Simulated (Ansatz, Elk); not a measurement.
**Tl2H4Pd: X-ray structure factors from the self-consistent density**

The structure of Tl2H4Pd used here is made up (a known structure type with other elements) and was relaxed beforehand with PBEsol. The aim is the Fourier transform of its all-electron density, F(hkl), set beside the sum over free spherical atoms that refinements use.

Main program and level: Elk 11.2.3 (patched build); DFT, PBE, all-electron APW+lo, Dirac cores, scalar-relativistic bands, static density, no spin.

The structure was built from a prototype and need not be the compound's stable phase.

### 1. Starting point

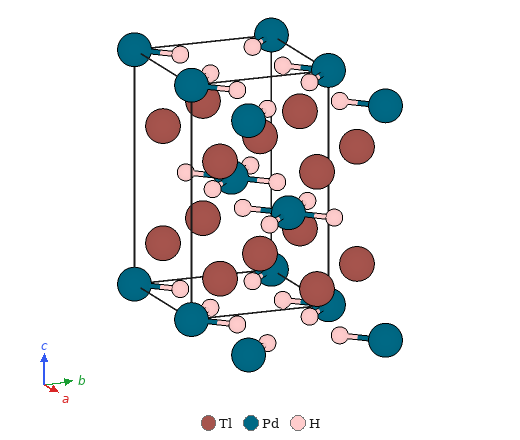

The cell as given, slightly off an axis (thallium brown, palladium blue, hydrogen pink). 2×1×1 cells are drawn. This picture shows the conventional cell, with its axes. Some periodic images of atoms are drawn too.

### 2. Ground state and structure factors

An all-electron density is needed, since X-rays see the cores too. Task 0 finds the density and task 195 Fourier-transforms it; tshift is off so that phases refer to the origin typed.

Contents of elk.in:

```
tasks
  0
  195

xctype
  20

spinpol
  .false.

rgkmax
  7.0

gmaxvr
  14.0

lmaxo
  7

lmaxapw
  8

swidth
  0.002

tshift
  .false.

ramdisk
  .false.

hmaxvr
  5.5

maxscl
  120

epspot
  1e-06

sppath
  './'

avec
  -4.68624130731 4.68624130731 7.66596951555
  4.68624130731 -4.68624130731 7.66596951555
  4.68624130731 4.68624130731 -7.66596951555

atoms
  3
  'Tl.in'
  2
  0.2500000000 0.7500000000 0.5000000000   0.000000 0.000000 0.000000
  0.7500000000 0.2500000000 0.5000000000   0.000000 0.000000 0.000000
  'Pd.in'
  1
  0.0000000000 -0.0000000000 0.0000000000   0.000000 0.000000 0.000000
  'H.in'
  4
  0.7643587713 0.2356412287 0.0000000000   0.000000 0.000000 0.000000
  0.2356412287 0.7643587713 0.0000000000   0.000000 0.000000 0.000000
  0.7643587713 0.7643587713 0.5287175425   0.000000 0.000000 0.000000
  0.2356412287 0.2356412287 0.4712824575   0.000000 0.000000 0.000000

ngridk
  6 6 6
```

Run with:

```sh
OMP_NUM_THREADS=4 elk
```

Numbers of over 12 decimals in the logs are rounded to 6 here.

Log:

```text
┌─────────────────────────┐
│ Elk code version 11.2.3 │
└─────────────────────────┘

All units are atomic (Hartree, Bohr, etc.)

┌─────────────────────────────────────────────────┐
│ Ground-state run starting from atomic densities │
└─────────────────────────────────────────────────┘

Lattice vectors :
  -4.686241307       4.686241307       7.665969516
   4.686241307      -4.686241307       7.665969516
   4.686241307       4.686241307      -7.665969516

Reciprocal lattice vectors :
 -0.1556861371E-16  0.6703864457      0.4098102200
  0.6703864457     -0.1556861371E-16  0.4098102200
  0.6703864457      0.6703864457      0.4639058702E-17

Unit cell volume      :    673.4050593
Brillouin zone volume :   0.3683521679

Muffin-tin inner radius fraction :   0.1000000000E-01

Nuclei treated as point charges

Species : 1 (Tl)
 parameters loaded from : Tl.in
 name : thallium
 nuclear charge    :   -81.00000000
 electronic charge :    81.00000000
 atomic mass :    372567.9643
 muffin-tin radius :    2.800000000
 number of radial points in muffin-tin :   1393
 inner part over the whole radius :   0.9893942913E-02
 number on inner part of muffin-tin    :   1000
 approximate nuclear radius :   0.1043008296E-03
 number of mesh points to nuclear radius :    525
 atomic positions (lattice), magnetic fields (Cartesian) :
  1 :   0.25000000 -0.25000000  0.50000000    0.00000000  0.00000000  0.00000000
  2 :  -0.25000000  0.25000000  0.50000000    0.00000000  0.00000000  0.00000000

Species : 2 (Pd)
 parameters loaded from : Pd.in
 name : palladium
 nuclear charge    :   -46.00000000
 electronic charge :    46.00000000
 atomic mass :    193991.7927
 muffin-tin radius :    1.997678745
 number of radial points in muffin-tin :    993
 inner part over the whole radius :   0.9912541490E-02
 number on inner part of muffin-tin    :    702
 approximate nuclear radius :   0.8586907259E-04
 number of mesh points to nuclear radius :    359
 atomic positions (lattice), magnetic fields (Cartesian) :
  1 :   0.00000000  0.00000000  0.00000000    0.00000000  0.00000000  0.00000000

Species : 3 (H)
 parameters loaded from : H.in
 name : hydrogen
 nuclear charge    :   -1.000000000
 electronic charge :    1.000000000
 atomic mass :    1837.362221
 muffin-tin radius :    1.075673171
 number of radial points in muffin-tin :    393
 inner part over the whole radius :   0.9935647656E-02
 number on inner part of muffin-tin    :    256
 approximate nuclear radius :   0.2766748019E-04
 number of mesh points to nuclear radius :     79
 atomic positions (lattice), magnetic fields (Cartesian) :
  1 :  -0.23564123  0.23564123  0.00000000    0.00000000  0.00000000  0.00000000
  2 :   0.23564123 -0.23564123  0.00000000    0.00000000  0.00000000  0.00000000
  3 :  -0.23564123 -0.23564123 -0.47128246    0.00000000  0.00000000  0.00000000
  4 :   0.23564123  0.23564123  0.47128246    0.00000000  0.00000000  0.00000000

Total number of atoms per unit cell :    7
Total muffin-tin volume :    238.1524348
 ratio of muffin-tin to unit cell volume :   0.3536540622

Spin treatment :
 spin-unpolarised

Number of Bravais lattice symmetries :   16
Number of crystal symmetries         :   16
Crystal has inversion symmetry
Real symmetric eigensolver will be used

k-point grid :      6     6     6
k-point offset :    0.000000000       0.000000000       0.000000000
k-point set is reduced with full crystal symmetry group
Total number of k-points :       30

Muffin-tin radius times maximum |G+k| :    7.000000000
 using average radius
Maximum |G+k| for APW functions       :    4.117518541
Maximum (1/2)|G+k|²                   :    8.476979469
Maximum |G| for potential and density :    14.00000000
Constant for pseudocharge density :   10
 order of it for each species :   17  17  11
 order of it for pair densities of each species (exact exchange by exxq0 0: 18) :   17  13   3
Radial integration step length :    1

G-vector grid sizes :     48    48    48
Number of G-vectors :    31219

[...]
at k-point 11

Charges :
 core                        :    152.0000000
 valence                     :    60.00000000
 interstitial                :    8.551740140
 muffin-tins (core leakage)
  species : 1 (Tl)
   atom 1                    :    79.53268992     (  0.3802406353E-04)
   atom 2                    :    79.53268992     (  0.3802406353E-04)
  species : 2 (Pd)
   atom 1                    :    41.94480823     (  0.8538897305E-06)
  species : 3 (H)
   atom 1                    :   0.6095179488     (   0.000000000    )
   atom 2                    :   0.6095179488     (   0.000000000    )
[...]
total in muffin-tins        :    203.4482599
 total calculated charge     :    211.9992460
 total charge                :    212.0000000
 error                       :   0.7539720185E-03

RMS change in Kohn-Sham potential (target) :    81.98439762     (  0.1000000000E-05)
Absolute change in total energy (target)   :   0.8919689730     (  0.1000000000E-03)

[... loops 3 to 21 left out ...]

┌──────────────────┐
│ Loop number : 22 │
└──────────────────┘

Energies :
 Fermi                       :     0.178196
 sum of occupied eigenvalues :     -28077.593218502
 electron kinetic            :      52302.957782570
 core electron kinetic       :      51667.429889291
 Coulomb                     :     -97019.926936405
 Coulomb potential           :     -79190.825414880
 nuclear-nuclear             :     -3473.3835175007
 electron-nuclear            :     -107953.43989173
 Hartree                     :      14406.896472827
 Madelung                    :     -57424.514228965
 xc potential                :     -1189.7255861921
 exchange                    :     -896.98215615932
 correlation                 :     -12.527651836977
 electron entropic           :    -0.47505634621397E-03
 total energy                :     -45626.479436887

Density of states at Fermi energy :    36.34529747
 (states/Hartree/unit cell)

Estimated indirect band gap :   0.3035217105E-02
 from k-point 2 to k-point 12
Estimated direct band gap   :   0.1824746158E-01
 at k-point 12

Charges :
 core                        :    152.0000000
 valence                     :    60.00000000
 interstitial                :    7.695657004
 muffin-tins (core leakage)
  species : 1 (Tl)
[...]
species : 2 (Pd)
[...]
species : 3 (H)
[...]
total in muffin-tins        :    204.3043430
 total calculated charge     :    211.9993350
 total charge                :    212.0000000
 error                       :   0.6649561080E-03

RMS change in Kohn-Sham potential (target) :   0.2722183989E-06 (  0.1000000000E-05)
Absolute change in total energy (target)   :   0.2290580596E-05 (  0.1000000000E-03)

Convergence targets achieved

┌──────────────────┐
│ Loop number : 23 │
└──────────────────┘

Energies :
 Fermi                       :     0.178196
 sum of occupied eigenvalues :     -28077.593218403
 electron kinetic            :      52302.957782714
 core electron kinetic       :      51667.429889383
 Coulomb                     :     -97019.926936389
 Coulomb potential           :     -79190.825414845
 nuclear-nuclear             :     -3473.3835175007
 electron-nuclear            :     -107953.43989172
 Hartree                     :      14406.896472833
 Madelung                    :     -57424.514228967
 xc potential                :     -1189.7255862725
 exchange                    :     -896.98215615932
 correlation                 :     -12.527651837024
 electron entropic           :    -0.47505634748721E-03
 total energy                :     -45626.479436727

Density of states at Fermi energy :    36.34529758
 (states/Hartree/unit cell)

Estimated indirect band gap :   0.3035217035E-02
 from k-point 2 to k-point 12
Estimated direct band gap   :   0.1824746165E-01
 at k-point 12

Charges :
 core                        :    152.0000000
 valence                     :    60.00000000
 interstitial                :    7.695657004
 muffin-tins (core leakage)
  species : 1 (Tl)
   atom 1                    :    79.52872012     (  0.3655058131E-04)
   atom 2                    :    79.52872012     (  0.3655058131E-04)
  species : 2 (Pd)
   atom 1                    :    43.26325802     (  0.7840923750E-06)
  species : 3 (H)
[...]
atom 2                    :   0.4959111849     (   0.000000000    )
   atom 3                    :   0.4959111849     (   0.000000000    )
   atom 4                    :   0.4959111849     (   0.000000000    )
 total in muffin-tins        :    204.3043430
 total calculated charge     :    211.9993350
 total charge                :    212.0000000
 error                       :   0.6649561068E-03

┌──────────────────────────────┐
│ Self-consistent loop stopped │
└──────────────────────────────┘

Wrote STATE.OUT
```

It took 85 s on 4 threads of AMD EPYC 7B13 (Zen 3), shared host; peak memory 0.31 GiB.

SFACRHO.OUT:

```text

h k l indices transformed by vhmat matrix:
   1.000000000       0.000000000       0.000000000    
   0.000000000       1.000000000       0.000000000    
   0.000000000       0.000000000       1.000000000    

      h      k      l  multipl.   |H|            Re(F)            Im(F)           |F|

      0      0      0      1   0.0000000       212.00000      0.12720733E-15   212.00000    
      1      0      0      8  0.78572413       42.306482      0.26466387E-15   42.306482    
     -1     -1      1      2  0.81962044      -105.08132      0.83645111E-13   105.08132    
     -1      1      0      4  0.94806960      -106.49616     -0.14806307E-15   106.49616    
      0      2     -1      8   1.2532413       177.06505      0.82248158E-13   177.06505    
      1     -1     -1      4   1.3407729       171.84997      0.79164158E-13   171.84997    
      2      1     -2      8   1.4003277       36.432702      0.73010723E-16   36.432702    
     -1      2     -1     16   1.5540381       34.675109      0.16427413E-15   34.675109    
     -2      0      2      8   1.5714483      -98.709968      0.17849525E-12   98.709968    
      2      2     -2      2   1.6392409       165.83629      0.14747870E-12   165.83629    
      1      3     -2      8   1.8936596      -91.997539     -0.14111195E-12   91.997539    
      2     -2      0      4   1.8961392       157.53937      0.19832405E-15   157.53937    
      3      0     -2     16   1.9387083       31.673781     -0.21903217E-15   31.673781    
      2     -1     -2      8   2.0524878       30.620115     -0.14602145E-15   30.620115    
      1     -3      1      8   2.0657012      -88.327296      0.42100578E-13   88.327296    
     -3     -1      1      8   2.1177305       148.64610     -0.20803493E-13   148.64610    
     -1      1      2      8   2.1199481      -88.556589      0.16123049E-12   88.556589    
      2      3     -2      8   2.1559287       30.292343     -0.19165315E-15   30.292343
```

Elk indexes on the primitive cell of elk.in and gives |H| = 4π sin θ/λ in inverse bohr. Below, one row stands for each form hkl of the conventional cell (m members, Friedel mates merged), F is for one primitive cell and the density is static (no thermal factor). Free-atom factors are Waasmaier and Kirfel's, and R is Σm||F|−|F'||/Σm|F|.

```csv
hkl,m,sin θ/λ (Å⁻¹),"abs F, DFT",neutral atoms,diff.
101,8,0.118,42.306,42.491,-0.185
002,2,0.123,105.081,105.194,-0.113
110,4,0.143,106.496,106.186,+0.310
112,8,0.189,177.065,177.554,-0.489
200,4,0.202,171.850,172.699,-0.849
103,8,0.211,36.433,36.783,-0.350
211,16,0.234,34.675,35.090,-0.415
202,8,0.236,98.710,98.221,+0.489
004,2,0.246,165.836,166.074,-0.238
114,8,0.285,91.998,91.876,+0.121
220,4,0.285,157.539,157.556,-0.017
213,16,0.291,31.674,31.881,-0.208
301,8,0.309,30.620,30.835,-0.215
222,8,0.311,88.327,88.468,-0.141
```

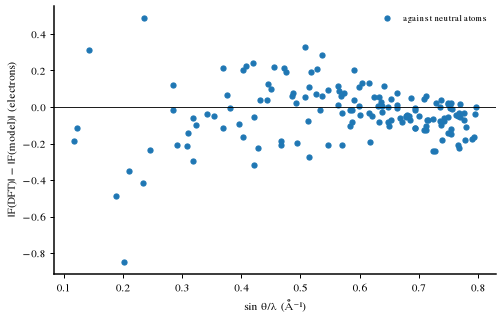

Difference between the calculated structure factors and the independent-atom ones.

### 3. The highest occupied states alone

An energy window below the Fermi level keeps the highest occupied states, to see at which angles they scatter; shallow core shells can lie inside it and anion s states outside. No new self-consistency is needed.

Edit elk.in of step 2 so:

```diff
@@ -1,3 +1,2 @@
 tasks
-  0
   195
@@ -40,2 +39,5 @@
 
+wsfac
+  -0.189300 0.478200
+
 sppath
```

Run with:

```sh
OMP_NUM_THREADS=4 elk
```

Log:

```text
┌─────────────────────────────────┐
│ Elk code version 11.2.3 started │
└─────────────────────────────────┘

Info(readinput): the functional depends on the density's gradient
 muffin-tin radial points multiplied by    2.00000
 (not where nrmtscf is given)

┌────────────────────┐
│ Current task : 195 │
└────────────────────┘
Info(checkmt): changed muffin-tin radius of species 2 (Pd) from   2.6000 to   1.9977
Info(checkmt): changed muffin-tin radius of species 3 (H) from   1.4000 to   1.0757

Info(sfacrho): density structure factors written to SFACRHO.OUT

 Energy window :  -0.1893000000      0.4782000000

┌──────────────────┐
│ Elk code stopped │
└──────────────────┘
```

Run time: 9.7 s. Hardware: 4 threads; peak memory 0.18 GiB.

States within 10 eV below the Fermi level hold 20.00 electrons; any levels below the window count with the cores. Their amplitudes can exceed the total, where window and core parts have opposite phase:

```csv
hkl,sin θ/λ (Å⁻¹),"abs F, window","abs F, all"
101,0.118,7.493,42.306
002,0.123,7.900,105.081
110,0.143,4.527,106.496
112,0.189,5.128,177.065
200,0.202,2.306,171.850
103,0.211,3.979,36.433
211,0.234,2.933,34.675
202,0.236,1.240,98.710
004,0.246,4.377,165.836
114,0.285,2.081,91.998
```

### 4. Another try

In this try the input is made faulty on purpose, to show what that does.

The input is changed as shown.

Edit elk.in of step 3 so:

```diff
@@ -1,2 +1,3 @@
 tasks
+  0
   195
@@ -39,5 +40,2 @@
 
-wsfac
-  -0.189300 0.478200
-
 sppath
@@ -66,3 +64,3 @@
 
-ngridk
+ngrid
   6 6 6
```

Run with:

```sh
OMP_NUM_THREADS=4 elk
```

Log:

```text
┌─────────────────────────────────┐
│ Elk code version 11.2.3 started │
└─────────────────────────────────┘

Error(readinput): invalid block name : ngrid
```

Elapsed: 0.02 s, on 4 threads; peak memory 0.16 GiB.

The program refused the input before any cycle.

The program's message: “Error(readinput): invalid block name : ngrid”

A key was misspelt on purpose.

### 5. Another functional

The difference from free atoms is small, so it is set against the change that PBEsol makes.

Edit elk.in of step 4 so:

```diff
@@ -5,3 +5,3 @@
 xctype
-  20
+  22
 
@@ -64,3 +64,3 @@
 
-ngrid
+ngridk
   6 6 6
```

Run with:

```sh
OMP_NUM_THREADS=4 elk
```

Log:

```text
┌─────────────────────────┐
│ Elk code version 11.2.3 │
└─────────────────────────┘

All units are atomic (Hartree, Bohr, etc.)

┌─────────────────────────────────────────────────┐
│ Ground-state run starting from atomic densities │
└─────────────────────────────────────────────────┘

Lattice vectors :
  -4.686241307       4.686241307       7.665969516
   4.686241307      -4.686241307       7.665969516
   4.686241307       4.686241307      -7.665969516

Reciprocal lattice vectors :
 -0.1556861371E-16  0.6703864457      0.4098102200
[...]
atom 2                    :    79.53030475     (  0.3651613204E-04)
  species : 2 (Pd)
   atom 1                    :    43.25782568     (  0.7886261884E-06)
  species : 3 (H)
[...]
atom 3                    :   0.4813173151     (   0.000000000    )
   atom 4                    :   0.4813173151     (   0.000000000    )
 total in muffin-tins        :    204.2437044
 total calculated charge     :    211.9993465
 total charge                :    212.0000000
 error                       :   0.6534664744E-03

┌──────────────────────────────┐
│ Self-consistent loop stopped │
└──────────────────────────────┘

Wrote STATE.OUT
[key lines of the parts left out:]
total energy                :     -45613.031528579
```

Run time: 89 s. Hardware: 4 threads; peak memory 0.31 GiB.

Against the first run R = 0.01 %; the largest change is -0.083 at 004.

### 6. Basis size

The basis and the expansions that go with it are enlarged, to see whether the differences are converged.

Edit elk.in of step 5 so:

```diff
@@ -5,3 +5,3 @@
 xctype
-  22
+  20
 
@@ -11,12 +11,12 @@
 rgkmax
-  7.0
+  8.5
 
 gmaxvr
-  14.0
+  18.0
 
 lmaxo
-  7
+  9
 
 lmaxapw
-  8
+  10
```

Run with:

```sh
OMP_NUM_THREADS=4 elk
```

Log:

```text
┌─────────────────────────┐
│ Elk code version 11.2.3 │
└─────────────────────────┘

All units are atomic (Hartree, Bohr, etc.)

┌─────────────────────────────────────────────────┐
│ Ground-state run starting from atomic densities │
└─────────────────────────────────────────────────┘

Lattice vectors :
  -4.686241307       4.686241307       7.665969516
   4.686241307      -4.686241307       7.665969516
   4.686241307       4.686241307      -7.665969516

Reciprocal lattice vectors :
 -0.1556861371E-16  0.6703864457      0.4098102200
[...]
atom 2                    :    79.52910215     (  0.3655445146E-04)
  species : 2 (Pd)
   atom 1                    :    43.26853145     (  0.7849740626E-06)
  species : 3 (H)
[...]
atom 3                    :   0.4965218031     (   0.000000000    )
   atom 4                    :   0.4965218031     (   0.000000000    )
 total in muffin-tins        :    204.3128230
 total calculated charge     :    211.9999068
 total charge                :    212.0000000
 error                       :   0.9322649038E-04

┌──────────────────────────────┐
│ Self-consistent loop stopped │
└──────────────────────────────┘

Wrote STATE.OUT
[key lines of the parts left out:]
total energy                :     -45626.484050355
```

The job ended after 4.7 min (4 threads; peak memory 0.7 GiB; 16 min of CPU time).

Against the first run R = 0.00 %; the largest change is +0.004 at 220.

### 7. Settings against the effect

```csv
run,R against the first run (%),"R against neutral atoms, low angle (%)",wall time
"PBE, rgkmax 7",0.00,0.41,85 s
PBEsol,0.01,0.41,89 s
rgkmax 8.5 with larger expansions,0.00,0.41,4.7 min
```

### 8. Summary of results

```
R against neutral atoms, sin θ/λ < 0.3 Å⁻¹ : 0.41 %
R against neutral atoms, 0.3 to 0.80 Å⁻¹   : 0.17 %
```

Independent neutral atoms miss the calculated amplitudes by R = 0.41 % below 0.3 Å⁻¹ and 0.17 % from there to 0.80 Å⁻¹; by shells, 0.30 % below 0.15 Å⁻¹ (3 forms), 0.43 % 0.15 to 0.3 (9 forms), 0.20 % 0.3 to 0.45 (22 forms), 0.17 % above 0.45 (115 forms). Bonding, aspherical density and the tables' own atoms all enter these figures, and the runs don't part them. The largest change of an amplitude is -0.85 electrons, at 200. The window's part falls from 20.0 electrons at the origin to at most 0.60 between 0.45 and 0.80 Å⁻¹. Below 0.3 Å⁻¹ the changes that finished (PBEsol and rgkmax 8.5 with larger expansions) move F by R = 0.03 % at most, against the 0.41 % that separates it from free atoms. The k-mesh has no finished test. These runs have no spin, though d or f shells may be open. Spin-orbit coupling is left out, which can matter for elements this heavy. Part of the difference isn't bonding: the tables are fits to free atoms and ions calculated by other methods than this functional. Thermal motion, anomalous dispersion and extinction are left out.

[Logs are printed without paths, hosts, clocks, repeated set-up lines and the standing remarks that a program may print on its own settings, such as how far it seeks lower states.]

[Hosts, paths, dates, database ids (printed as entryN), source tags and the programs' standing remarks are cut or masked in the printed files.]
